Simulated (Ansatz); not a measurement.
A series of calculations on H2CS2

**1. Relaxation**

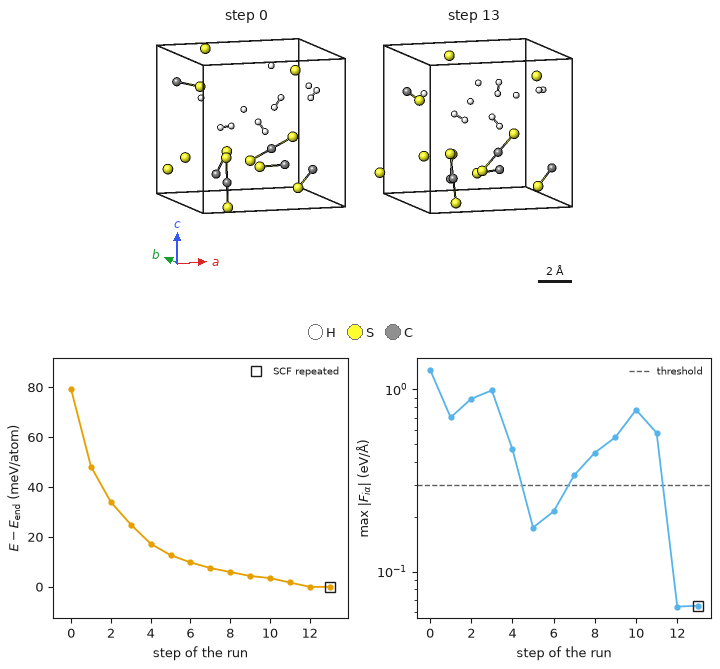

First and last geometry of a relaxation of an amorphous cell of composition H2CS2, with the history of the run. The picture is a ball-and-stick view of the cell of the calculation, seen slightly off an axis.

The cell holds 6 H2 + 6 CS2. The run prepares the start of a later molecular dynamics calculation, from a guessed geometry.

These are results of DFT PBE-D3(BJ), scalar-relativistic, plane waves, PAW in Ansatz 0.2.0, not measurements. Settings: plane-wave cutoff 420 eV; k-point mesh 1 × 1 × 1; occupations fermi dirac; smearing width 0.05 eV; no spin polarisation; atoms relaxed in a fixed cell; force threshold 0.3 eV/Å; at most 15 steps.

> What do the curves and the structures tell?

It converged. The atom that moves furthest is an H atom (1.66 Å along [−3 0 −2]). By element the largest moves are H 1.66 Å, S 1.45 Å, C 1.17 Å. The cell doesn't change. Among the contacts that change: S–S 2.879 → 4.697 Å, S–S 2.866 → 3.775 Å, H–H 0.737 → 0.755 Å. The energy falls by 79.2 meV per atom in 12 accepted moves (13 points after the start). The largest force component goes from 1.3 to 0.065 eV/Å. 1 step only repeated the SCF at the same geometry. The forces were under the threshold at step 5, but the run went on from there. The run took of the order of 70 core-seconds on a shared host.

```json
{"step": "0", "E − E(0), meV/atom": "0.00", "largest force component, eV/Å": "1.2835", "note": ""}
{"step": "1", "E − E(0), meV/atom": "-31.00", "largest force component, eV/Å": "0.7010", "note": ""}
{"step": "2", "E − E(0), meV/atom": "-45.20", "largest force component, eV/Å": "0.8877", "note": ""}
{"step": "3", "E − E(0), meV/atom": "-54.19", "largest force component, eV/Å": "0.9873", "note": ""}
{"step": "4", "E − E(0), meV/atom": "-61.88", "largest force component, eV/Å": "0.4686", "note": ""}
{"step": "5", "E − E(0), meV/atom": "-66.48", "largest force component, eV/Å": "0.1744", "note": ""}
{"step": "6", "E − E(0), meV/atom": "-69.37", "largest force component, eV/Å": "0.2138", "note": ""}
{"step": "7", "E − E(0), meV/atom": "-71.65", "largest force component, eV/Å": "0.3381", "note": ""}
{"step": "8", "E − E(0), meV/atom": "-73.23", "largest force component, eV/Å": "0.4490", "note": ""}
{"step": "9", "E − E(0), meV/atom": "-74.82", "largest force component, eV/Å": "0.5464", "note": ""}
{"step": "10", "E − E(0), meV/atom": "-75.67", "largest force component, eV/Å": "0.7716", "note": ""}
{"step": "11", "E − E(0), meV/atom": "-77.43", "largest force component, eV/Å": "0.5767", "note": ""}
{"step": "12", "E − E(0), meV/atom": "-79.19", "largest force component, eV/Å": "0.0642", "note": ""}
{"step": "13", "E − E(0), meV/atom": "-79.19", "largest force component, eV/Å": "0.0649", "note": "same geometry, SCF repeated"}
```

Limits of the set-up: the program's low-accuracy preset was used.

**2. Dynamics**

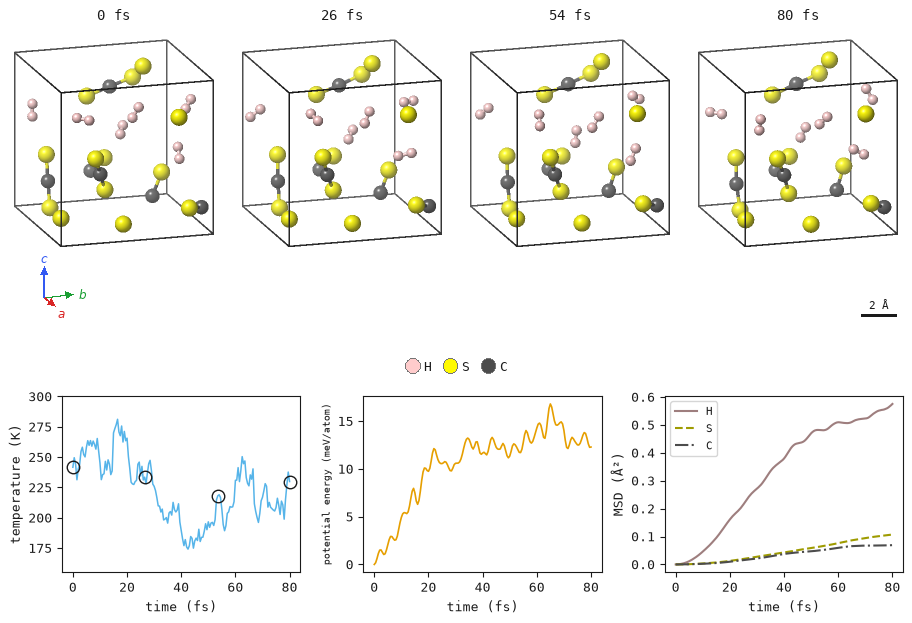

First-principles dynamics of a periodic cell with 6 H2 + 6 CS2 at 0.998 g/cm³, 80 fs long. Frames and the history of the run. The picture is a ball-and-stick view of the simulation cell, seen slightly off an axis.

Level of theory: Ansatz 0.2.0, DFT PBE-D3(BJ), scalar-relativistic, plane waves, PAW. Run with plane-wave cutoff 420 eV; k-point mesh 1 × 1 × 1; Fermi-Dirac smearing 0.05 eV; low-accuracy preset; Langevin thermostat (NVT); set temperature 250 K; time step 0.5 fs; friction 0.02 per fs.

Input
```yaml
accuracy: low
crystal:
  lattice:
    - [9.205164, 0.0, 0.0]
    - [0.0, 9.205164, 0.0]
    - [0.0, 0.0, 9.205164]
  atoms:
    - { symbol: H, position: [0.7152789, 0.85379343, 0.50459491] }
    - { symbol: H, position: [0.76612169, 0.84779155, 0.44087817] }
    - { symbol: H, position: [0.36580727, 0.59872532, 0.57428323] }
    - { symbol: H, position: [0.42833019, 0.56328367, 0.53542526] }
    - { symbol: H, position: [0.68186897, 0.60660397, 0.77416246] }
    - { symbol: H, position: [0.66223335, 0.57161895, 0.7029126] }
    - { symbol: H, position: [0.29316233, 0.0276555, 0.65779022] }
    - { symbol: H, position: [0.29178299, 0.02834991, 0.73977807] }
    - { symbol: H, position: [0.59648741, 0.97496285, 0.77457097] }
    - { symbol: H, position: [0.64264346, 0.9264068, 0.7279519] }
    - { symbol: H, position: [0.86719038, 0.22531701, 0.76646876] }
    - { symbol: H, position: [0.8171367, 0.16091512, 0.77480383] }
    - { symbol: S, position: [1.13491587, 0.54694393, 0.30646281] }
    - { symbol: C, position: [1.01796208, 0.49376082, 0.19568833] }
    - { symbol: S, position: [0.90275694, 0.43833047, 0.08440671] }
    - { symbol: S, position: [0.37374359, 0.72887289, -0.04964689] }
    - { symbol: C, position: [0.40030085, 0.78283847, 0.10888269] }
    - { symbol: S, position: [0.42809488, 0.83461883, 0.26762259] }
    - { symbol: S, position: [0.18974722, 0.15066426, 0.37355928] }
    - { symbol: C, position: [0.21206788, 0.15443478, 0.20561101] }
    - { symbol: S, position: [0.23353312, 0.16041554, 0.03756586] }
    - { symbol: S, position: [0.00284185, 0.77320898, 0.77923554] }
    - { symbol: C, position: [0.03721407, 0.61238099, 0.73905781] }
    - { symbol: S, position: [0.07250142, 0.45131132, 0.69885164] }
    - { symbol: S, position: [0.69501082, 0.32025916, 0.46433857] }
    - { symbol: C, position: [0.60226524, 0.37904081, 0.33497879] }
    - { symbol: S, position: [0.50950933, 0.43747298, 0.20549605] }
    - { symbol: S, position: [0.92952014, 0.86410388, 0.16180762] }
    - { symbol: C, position: [0.81006307, 0.97940283, 0.12720178] }
    - { symbol: S, position: [0.69003198, 1.09428087, 0.09357724] }
basis:
  ecutwfc: 420.0
kpoints:
  mp_grid: { grid: [1, 1, 1] }
hamiltonian:
  xc: pbe
  dispersion: d3bj
scf:
  occupations: { method: fermi_dirac, width: 0.05 }
  lower_state_search: "off"
md:
  timestep: 0.5
  n_steps: 160
  ensemble: nvt_langevin
  temperature: 250.0
  initial_velocities: maxwell_boltzmann
  seed: 425099
  friction: 0.02
```

Command:
```bash
ansatz run input.yaml --threads 1 --pin off --max-ram 3072MiB --backend cpu --events-out ev --progress --plain --runs-dir out
```

Question: Describe the run.

Answer: In the second half of the run the atoms are, in the root-mean-square, this far from where they began (common drift taken out): H 0.70 Å, S 0.28 Å, C 0.24 Å. The heavy atoms stay within a fraction of a molecule's size of their starting places, while the hydrogen atoms travel further, as molecules turn; so short a run doesn't tell a liquid from a solid. The mean temperature in the second half is 207 K (standard deviation 19 K). The potential energy in the second half lies on average 13.1 meV per atom above the first frame.

Limits of the set-up: the program's low-accuracy preset was used.

**3. Dynamics**

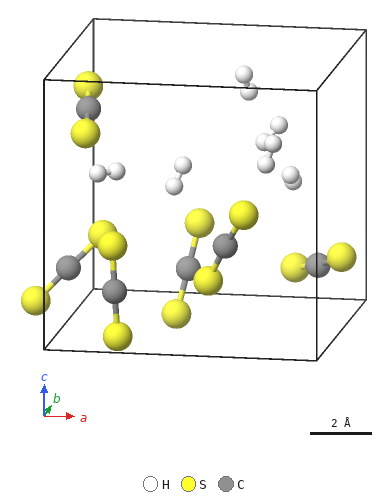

Starting frame of a dynamics run of a periodic cell with 6 H2 + 6 CS2 at 0.998 g/cm³. It starts from the last geometry of an earlier run, with fresh velocities. The picture is a ball-and-stick view of the simulation cell, seen slightly off an axis.

Level of theory: Ansatz 0.2.0, DFT PBE-D3(BJ), scalar-relativistic, plane waves, PAW.

Input file:
```yaml
accuracy: low
crystal:
  lattice:
    - [9.205164, 0.0, 0.0]
    - [0.0, 9.205164, 0.0]
    - [0.0, 0.0, 9.205164]
  atoms:
    - { symbol: H, position: [0.75647062, 0.84141286, 0.46062413] }
    - { symbol: H, position: [0.75998094, 0.77248301, 0.49936706] }
    - { symbol: H, position: [0.40246101, 0.56754743, 0.56666296] }
    - { symbol: H, position: [0.3747474, 0.54125015, 0.49384689] }
    - { symbol: H, position: [0.74805061, 0.60293886, 0.72150688] }
    - { symbol: H, position: [0.70083844, 0.56661266, 0.66484741] }
    - { symbol: H, position: [0.19211693, 0.00425976, 0.65500394] }
    - { symbol: H, position: [0.24960089, 0.06364875, 0.65199583] }
    - { symbol: H, position: [0.57411204, 0.95503828, 0.75911657] }
    - { symbol: H, position: [0.56329376, 0.9144529, 0.83101263] }
    - { symbol: H, position: [0.78337235, 0.14609967, 0.68019468] }
    - { symbol: H, position: [0.80922601, 0.14715872, 0.7579416] }
    - { symbol: S, position: [1.11174075, 0.54860829, 0.30191369] }
    - { symbol: C, position: [0.99499963, 0.49485259, 0.18698263] }
    - { symbol: S, position: [0.88236693, 0.4553832, 0.0696412] }
    - { symbol: S, position: [0.34699243, 0.73932361, -0.02440186] }
    - { symbol: C, position: [0.38378629, 0.77670177, 0.13658932] }
    - { symbol: S, position: [0.41851476, 0.81168354, 0.29866329] }
    - { symbol: S, position: [0.21654882, 0.16569582, 0.35156591] }
    - { symbol: C, position: [0.22384191, 0.16683624, 0.18266234] }
    - { symbol: S, position: [0.2313578, 0.18856366, 0.01181478] }
    - { symbol: S, position: [0.01769231, 0.77362641, 0.79832858] }
    - { symbol: C, position: [0.04747319, 0.61327365, 0.751281] }
    - { symbol: S, position: [0.06577066, 0.45088613, 0.69734524] }
    - { symbol: S, position: [0.67361846, 0.29935084, 0.45379088] }
    - { symbol: C, position: [0.59375323, 0.36647894, 0.32122901] }
    - { symbol: S, position: [0.52163051, 0.41896244, 0.17731021] }
    - { symbol: S, position: [0.93579956, 0.83325127, 0.18878828] }
    - { symbol: C, position: [0.8282987, 0.95147815, 0.12760071] }
    - { symbol: S, position: [0.72190178, 1.07574223, 0.08686194] }
basis:
  ecutwfc: 420.0
kpoints:
  mp_grid: { grid: [1, 1, 1] }
hamiltonian:
  xc: pbe
  dispersion: d3bj
scf:
  occupations: { method: fermi_dirac, width: 0.05 }
  lower_state_search: "off"
md:
  timestep: 0.5
  n_steps: 210
  ensemble: nvt_langevin
  temperature: 250.0
  initial_velocities: maxwell_boltzmann
  seed: 50872
  friction: 0.02
```

Command:
```bash
ansatz run input.yaml --threads 1 --pin off --max-ram 3072MiB --backend cpu --events-out ev --progress --plain --runs-dir out
```

What does the trajectory do?

The mean temperature in the second half is 227 K (standard deviation 18 K). The potential energy in the second half lies on average 7.0 meV per atom above the first frame. Root-mean-square distances from the starting positions over the second half, with the common drift of all atoms taken out: H 1.00 Å, S 0.32 Å, C 0.31 Å. The heavy atoms stay within a fraction of a molecule's size of their starting places, while the hydrogen atoms travel further, as molecules turn; so short a run doesn't tell a liquid from a solid.

Along the run (each row but the first and the last is the mean over the interval that it begins):

```
time (fs)  potential energy (meV/atom)  T (K)
      0.0                          0.0    242
     17.5                          4.1    195
     35.0                          4.3    255
     52.5                          6.0    230
     70.0                          7.2    228
     87.5                          7.6    222
    105.0                          8.5    231
```

The paths of the atoms:

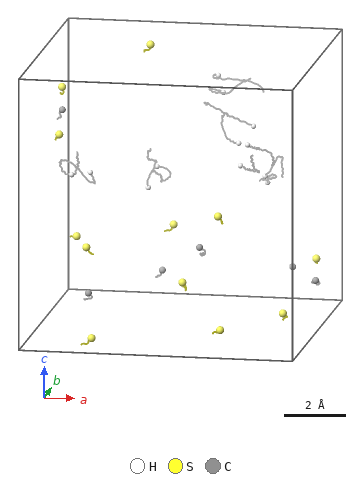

Limits of the set-up: the program's low-accuracy preset was used.
